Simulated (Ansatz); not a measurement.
**A computed series for Zr: pressure series**

Consider Zr in the hcp (Mg type) structure (space group P6_3/mmc, No. 194; a = 3.1847 Å, c = 5.1172 Å).

Cell and atoms are relaxed at each pressure.

All numbers come from PBEsol (Ansatz, an electronic-structure program; PAW; 420 eV plane waves; no SOC), earlier PAW set.

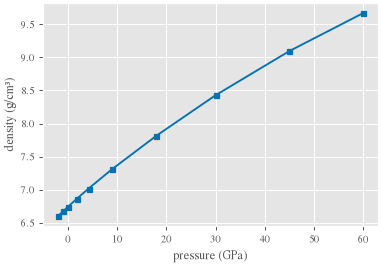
Figure. Density against pressure

Problem. From the plot, what is the density for pressure 1.8 GPa?

Solution. About 6.9 g/cm³.

Problem. Is the trend monotonic over the range shown?

Solution. Yes, it rises throughout, spanning 6.60 g/cm³ to 9.67 g/cm³.

Load acts through the strain it causes; cell and atoms are relaxed under it. No phonon test of stability was made. All final runs are without spin polarisation. Measured, Zr leaves this structure (for the ω phase) near 3 GPa (temperature not stated; as listed in C. Cazorla, D. Alfè, M. J. Gillan, Physical Review B (2008)).
